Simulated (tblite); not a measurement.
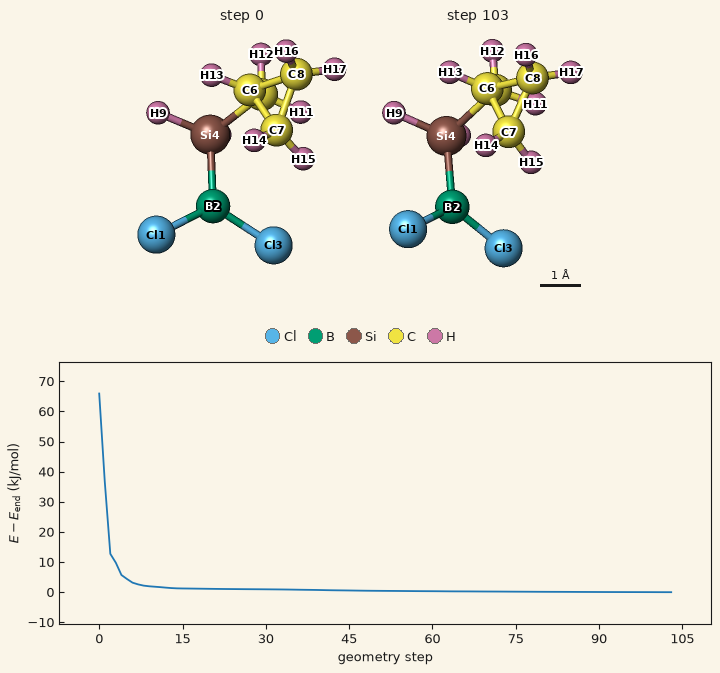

First and last geometry of a relaxation of C4H9BCl2Si, with the history of the run. The picture is a ball-and-stick view, seen from a free direction.

Theory: tblite, GFN2-xTB geometry optimisation, gas phase. 

What do the curves and the structures tell?

It converged. Over 103 geometry steps the energy falls by 65.9 kJ/mol. A Cl atom moves most after the best rigid fit: 0.59 Å. By element the largest moves are Cl 0.59 Å, H 0.23 Å, B 0.16 Å, C 0.13 Å, Si 0.05 Å. Among the contacts that change: B–Cl 1.848 → 1.725 Å, B–Si 1.938 → 1.993 Å, C–Si 1.872 → 1.917 Å, C–H 1.117 → 1.080 Å. Among the angles between lasting bonds that change: H–C–H 121.8° → 113.6°, C–C–H 121.1° → 113.6°, C–C–C 114.3° → 120.4°.
